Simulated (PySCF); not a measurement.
# CH4Si (SMILES C[SiH]) at 4 levels

Aim: a comparison of 4 runs (wB97M-D3(BJ)/DZP, SCS-MP2/def2-TZVPD, RI-MP2/cc-pV(D+d)Z, QCISD(T)/6-311+G**) of CH4Si. Input form: a Python script.

The calculation is run with PySCF 2.14.0.

8 further runs of the same task are left out: 1 that didn't finish, 7 set aside as unsound or not needed.

### Step 1. The molecule

CH4Si has 6 atoms, charge 0, and is taken as a singlet. SMILES: `C[SiH]`. The coordinates come from a PBE0-D4/def2-TZVP relaxation.

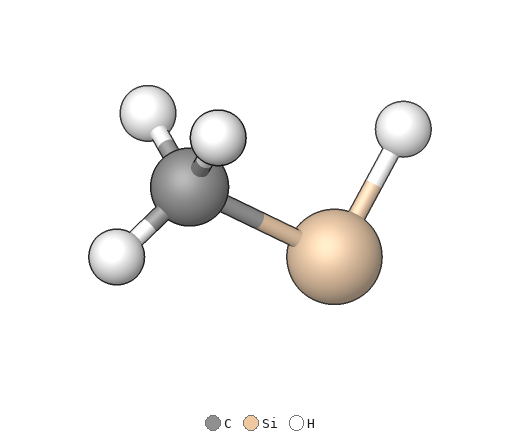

Viewed from a chosen angle; carbon grey, silicon light orange, hydrogen white.

### Step 2. Energy and forces at wB97M-D3(BJ)/DZP (density fitting with cc-pvtz-jkfit) (run 1)

Input file calc.py:

```python
import pyscf.grad
from pyscf import gto, dft

mol = gto.M(
    atom='''
C
Si 1 1.892384
H 1 1.097562 2 109.69888
H 1 1.090646 3 109.04356 2 125.23136
H 1 1.097786 4 108.9829 3 -114.66165
H 2 1.530866 1 94.20249 4 -179.79521
''',
    max_memory=1860,
    verbose=4,
    charge=0,
    basis='dzp',
)

calc0 = dft.RKS(mol)
calc0.xc = 'wb97m-d3bj'
calc0 = calc0.density_fit(auxbasis='cc-pvtz-jkfit')
calc0.kernel()

e_tot = calc0.e_tot
print('Final energy', e_tot)
grad = calc0.Gradients().kernel()
```

Started as:

```bash
$ OMP_NUM_THREADS=1 python calc.py
```

Log:

```text
PySCF version 2.14.0

[... 77 lines left out ...]
converged SCF energy = -329.987292761193
Final energy -329.98729276119303
[... 1 line left out ...]
******** <class 'pyscf.df.grad.rks.Gradients'> for <class 'pyscf.df.df_jk.DFRKS'> ********
unit = Eh/Bohr
grid_response = False
Calc dispersion correction with DFTD3.
Parameters: xc=wb97m, version=d3bj, atm=False
--------------- DFRKS gradients ---------------
         x                y                z
0 C    -0.0024554704     0.0000476692     0.0000486792
1 Si    -0.0045570038     0.0013920885     0.0008867022
2 H     0.0021489428    -0.0000118606    -0.0055089812
3 H     0.0027594789     0.0048832778     0.0031006245
4 H     0.0021101235    -0.0049712564     0.0023240483
5 H    -0.0000135645    -0.0013346829    -0.0008489218
----------------------------------------------
```

Run time: 6 s. Hardware: 1 thread of Arm Neoverse V2, shared host; peak memory 0.58 GiB.

### Step 3. The energy at SCS-MP2/def2-TZVPD (density fitting with def2-universal-jkfit) (run 2)

Input file calc.py:

```python
from pyscf import gto, scf, mp

mol = gto.M(
    atom='''
C       -0.093500      -0.366000      -0.370300
Si       0.917300       0.209800       1.122300
H       -1.156900      -0.410100      -0.102200
H        0.215000      -1.335600      -0.763000
H       -0.024000       0.382000      -1.170800
H        0.142200       1.520000       1.284000
''',
    max_memory=1860,
    verbose=4,
    charge=0,
    basis='def2-tzvpd',
)

mf = scf.RHF(mol)
mf = mf.density_fit(auxbasis='def2-universal-jkfit')
mf.kernel()

pt = mp.MP2(mf, frozen=6).run()
energy = mf.e_tot + 1.2 * pt.e_corr_os + pt.e_corr_ss / 3
print('Final energy', energy)
```

Started as:

```bash
$ OMP_NUM_THREADS=1 python calc.py
```

Log:

```text
PySCF version 2.14.0

[... 59 lines left out ...]
converged SCF energy = -329.087870433701
[... 1 line left out ...]
******** <class 'pyscf.mp.dfmp2.DFRMP2'> ********
nocc = 6, nmo = 110
frozen orbitals 6
E(DFRMP2) = -329.362710847408  E_corr = -0.27484041370705
E(SCS-DFRMP2) = -329.372441407006  E_corr = -0.284570973304811
E_corr(same-spin) = -0.0521971420888255
E_corr(oppo-spin) = -0.222643271618224
Final energy -329.37244140700614
```

It took 0.88 s on 1 thread of Arm Neoverse V2, shared host; peak memory 0.13 GiB.

Run 3 isn't shown in full; the table further down has it.

### Step 4. A single-point energy at QCISD(T)/6-311+G(d,p) (run 4)

Input file input.py:

```python
# C[SiH]
from pyscf import gto, scf, cc

mol = gto.Mole()
mol.atom = '''
C     -0.176689    -0.691640    -0.699766
Si     1.733446     0.396465     2.120840
H     -2.186224    -0.774977    -0.193130
H      0.406291    -2.523918    -1.441861
H     -0.045353     0.721875    -2.212491
H      0.268719     2.872384     2.426408
'''
mol.basis = '6-311+g**'
mol.unit = 'bohr'
mol.max_memory = 1860
mol.verbose = 4
mol.spin = 0
mol.build()

mf = scf.RHF(mol)
mf.DIIS = scf.ADIIS
mf.init_guess = 'atom'
mf.kernel()

mycc = cc.QCISD(mf, frozen=6)
mycc.kernel()
e_t = mycc.qcisd_t()
energy = mycc.e_tot + e_t
print('Final energy', energy)
```

Started as:

```bash
$ OMP_NUM_THREADS=1 python input.py
```

Log:

```text
PySCF version 2.14.0

[... 65 lines left out ...]
Atomic HF for atom  C  converged. SCF energy = -37.3411151100691
[... 27 lines left out ...]
Atomic HF for atom  Si  converged. SCF energy = -288.63075250819
[... 2 lines left out ...]
Atomic HF for atom  H  converged. SCF energy = -0.499809815273282
[... 34 lines left out ...]
converged SCF energy = -329.080377644668
[... 11 lines left out ...]
Init t2, MP2 energy = -329.322119644925  E_corr(MP2) -0.241742000256575
[... 13 lines left out ...]
QCISD converged
[... 2 lines left out ...]
Final energy -329.36745508696015
```

Wall time 6.3 s (1 thread of Arm Neoverse V2, shared host); peak memory 0.25 GiB.

### Step 5. All runs side by side

| run | level | task | integral approximation | energy (Eh) | dipole moment (D) of the reference | HOMO energy (eV) | LUMO energy (eV) | wall time |
| --- | --- | --- | --- | --- | --- | --- | --- | --- |
| 1 | wB97M-D3(BJ)/DZP (density fitting with cc-pvtz-jkfit) | gradient | cc-pvtz-jkfit | -329.987293 | 1.02 | -8.38 | -0.50 | 6 s |
| 2 | SCS-MP2/def2-TZVPD (density fitting with def2-universal-jkfit) | energy | def2-universal-jkfit | -329.372441 | 1.15 | -8.68 | 0.64 | 0.88 s |
| 3 | RI-MP2/cc-pV(D+d)Z (density fitting with def2-universal-jkfit) | energy | def2-universal-jkfit | -329.302795 | 1.09 | -8.62 | 0.84 | 0.79 s |
| 4 | QCISD(T)/6-311+G** | energy | none | -329.367455 | 1.11 | -8.68 | 0.41 | 6.3 s |

### Step 6. Results

```
                                          quantity          value
                               run 4: total energy  -329.36746 Eh
       run 4: dipole moment (Hartree–Fock density)         1.11 D
        run 4: HOMO energy (Hartree–Fock orbitals)       -8.68 eV
        run 4: LUMO energy (Hartree–Fock orbitals)        0.41 eV
      run 4: HOMO–LUMO gap (Hartree–Fock orbitals)        9.08 eV
run 4: correlation energy (6 core orbitals frozen)     -287.1 mEh
                             run 4: (T) correction      -7.97 mEh
                              run 4: T1 diagnostic          0.013
```

All runs together took 14 s, the longest 6.3 s.
